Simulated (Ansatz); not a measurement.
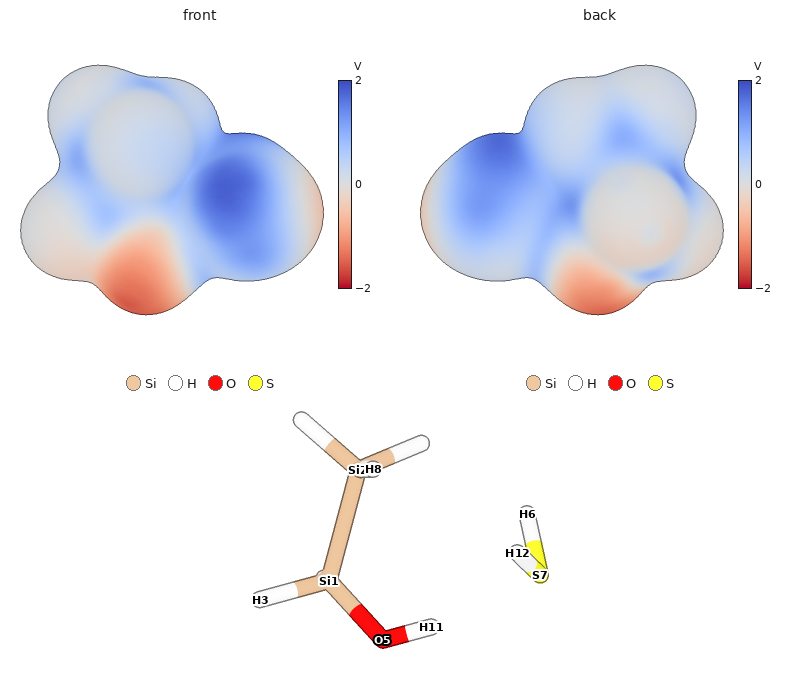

Figure. H₆OSi₂···H₂S. The electrostatic potential painted on the density surface at 0.002 e/bohr³, seen from the front and from behind; the colour scale runs from red (negative) to blue (positive). The bare structure is drawn below in the same view.

The reactant side of a reaction path; geometry: PBE0-D4/def2-TZVP.

Computed with RKS PBE0-D4/def2-TZVPP in Ansatz.

Input

```
crystal:
  periodic: [false, false, false]
  atoms:
    - {symbol: Si, position_ang: [-1.274109, -0.710942, -0.817264]}
    - {symbol: Si, position_ang: [0.491526, -1.338616, 0.602870]}
    - {symbol: H, position_ang: [-1.381703, -1.685393, -1.933455]}
    - {symbol: H, position_ang: [-2.537809, -0.779500, -0.026243]}
    - {symbol: O, position_ang: [-1.046679, 0.770861, -1.492389]}
    - {symbol: H, position_ang: [0.845362, 1.914133, 1.487694]}
    - {symbol: S, position_ang: [0.881063, 2.728672, 0.420547]}
    - {symbol: H, position_ang: [1.815660, -1.132716, -0.049533]}
    - {symbol: H, position_ang: [0.488558, -0.534344, 1.860261]}
    - {symbol: H, position_ang: [0.372438, -2.772181, 0.986981]}
    - {symbol: H, position_ang: [-0.606593, 1.439107, -0.949001]}
    - {symbol: H, position_ang: [1.952286, 2.100817, -0.090368]}
basis:
  gaussian: {orbitals: def2-TZVPP}
hamiltonian: {xc: pbe0, dispersion: d4}
output: {orbitals: {seedname: orbitals}}
```

Command:

```sh
ansatz run in.yaml --threads 4 --pin off --events-out ev --progress --plain --max-ram 9574MiB
```

Q: Describe the electrostatic potential map.

A: The most negative region (about −1.5 V) lies over O5, the most positive (about +1.8 V) over H12. O5 is the likeliest acceptor of a hydrogen bond.
